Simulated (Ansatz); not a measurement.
# SnBH4 radical (SMILES [BH2][SnH2]): single points off equilibrium

The atoms stand at a structure displaced at random from a GFN2-xTB minimum. How far do the functionals agree with CCSD(T) there?

Computed with Ansatz 0.2.0, Gaussian basis. Level: single points in def2-TZVPP.

Correlated methods freeze the cores. Filled d shells of the heavier atoms are correlated. Core potentials replace the inner electrons past krypton, and spin-orbit coupling is left out. Orbitals are unrestricted.

## (1) Where the work starts

SMILES `[BH2][SnH2]`, 6 atoms, charge 0, spin multiplicity 2.

Atoms are counted from 1 here; the program's logs count them from 0.

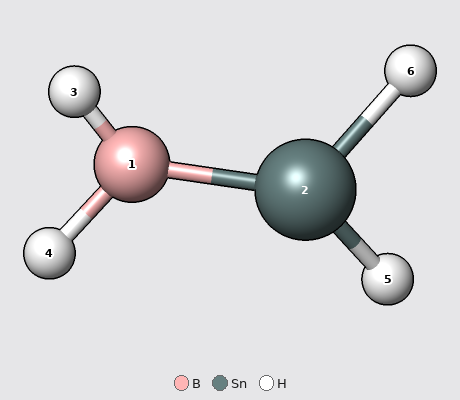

The starting geometry (boron pink, tin teal, hydrogen white); atoms are numbered from 1 in the order of the file.

Coordinates:

| atom | x (Å) | y (Å) | z (Å) |
| --- | --- | --- | --- |
| B1 | 0.1036 | -1.0534 | 0.1474 |
| Sn2 | 0.3430 | 0.9062 | -0.1643 |
| H3 | 0.0034 | -1.6524 | 1.0502 |
| H4 | 0.4461 | -2.0439 | -0.7547 |
| H5 | 0.0485 | 1.7527 | -1.4828 |
| H6 | -0.5787 | 2.1489 | 0.8241 |

## (2) CCSD(T)/def2-TZVPP

Contents of run/in.yaml:

```yaml
crystal:
  periodic: [false, false, false]
  atoms:
    - {symbol: B, position_ang: [0.103600, -1.053400, 0.147400]}
    - {symbol: Sn, position_ang: [0.343000, 0.906200, -0.164300]}
    - {symbol: H, position_ang: [0.003400, -1.652400, 1.050200]}
    - {symbol: H, position_ang: [0.446100, -2.043900, -0.754700]}
    - {symbol: H, position_ang: [0.048500, 1.752700, -1.482800]}
    - {symbol: H, position_ang: [-0.578700, 2.148900, 0.824100]}
basis:
  gaussian: {orbitals: def2-TZVPP}
magnetization: {spin_polarized: true, initial_magnetization: 1}
correlation: {method: ccsd_t}
scf: {omitted_lower_state_checks: [cluster_reference]}
output: {forces: true}
```

The command line of these runs was not kept.

## (3) PBE0-D4/def2-TZVPP

Changes to run/in.yaml since step 2:

```diff
@@ -12,4 +12,3 @@
 magnetization: {spin_polarized: true, initial_magnetization: 1}
-correlation: {method: ccsd_t}
-scf: {omitted_lower_state_checks: [cluster_reference]}
-output: {forces: true}
+hamiltonian: {xc: pbe0, dispersion: d4}
+output: {forces: true, orbitals: {seedname: orbitals}}
```

## (4) wB97M-V/def2-TZVPP

Changes to run/in.yaml since step 3:

```diff
@@ -12,3 +12,3 @@
 magnetization: {spin_polarized: true, initial_magnetization: 1}
-hamiltonian: {xc: pbe0, dispersion: d4}
-output: {forces: true, orbitals: {seedname: orbitals}}
+hamiltonian: {xc: {name: wB97M-V}}
+output: {forces: true}
```

## (5) r2SCAN-D4/def2-TZVPP

Changes to run/in.yaml since step 4:

```diff
@@ -12,3 +12,3 @@
 magnetization: {spin_polarized: true, initial_magnetization: 1}
-hamiltonian: {xc: {name: wB97M-V}}
+hamiltonian: {xc: r2scan, dispersion: d4}
 output: {forces: true}
```

## (6) PBE-D4/def2-TZVPP

Changes to run/in.yaml since step 5:

```diff
@@ -12,3 +12,3 @@
 magnetization: {spin_polarized: true, initial_magnetization: 1}
-hamiltonian: {xc: r2scan, dispersion: d4}
+hamiltonian: {xc: pbe, dispersion: d4}
 output: {forces: true}
```

## (7) r2SCANh-D4/def2-TZVPP

Changes to run/in.yaml since step 6:

```diff
@@ -12,3 +12,3 @@
 magnetization: {spin_polarized: true, initial_magnetization: 1}
-hamiltonian: {xc: pbe, dispersion: d4}
+hamiltonian: {xc: {name: r2SCANh}, dispersion: d4}
 output: {forces: true}
```

## (8) BLYP-D4/def2-TZVPP

Changes to run/in.yaml since step 7:

```diff
@@ -12,3 +12,3 @@
 magnetization: {spin_polarized: true, initial_magnetization: 1}
-hamiltonian: {xc: {name: r2SCANh}, dispersion: d4}
+hamiltonian: {xc: {name: BLYP}, dispersion: d4}
 output: {forces: true}
```

(Steps that only read results are left out.)

**Question.** What will these runs give? Wanted: energy less free atoms, CCSD(T)/def2-TZVPP; RMS force component; RMS force error; HOMO and LUMO, PBE0-D4; T1 diagnostic.

The runs gave:

| quantity | value |
| --- | --- |
| energy less free atoms, CCSD(T)/def2-TZVPP | -1343.7 kJ/mol |
| RMS force component | 1.899 to 2.006 eV/Å over the methods |
| RMS force error | PBE0-D4 0.115, wB97M-V 0.065, r2SCAN-D4 0.122, PBE-D4 0.222, r2SCANh-D4 0.096, BLYP-D4 0.203 eV/Å |
| HOMO and LUMO, PBE0-D4 | -6.64 and -3.75 eV |
| T1 diagnostic | 0.019 |

In words: Against CCSD(T) the functionals' energies less atoms differ by -48.6 to -21.1 kJ/mol, PBE-D4 by -33.8 kJ/mol. A larger basis would deepen the CCSD(T) value, while the functionals are nearly converged already, so the order here is not reliable. For forces wB97M-V does best and PBE-D4 worst. Frozen-core CCSD(T) forces in triple zeta carry basis errors of their own, and this is one geometry, so small gaps rank nothing.
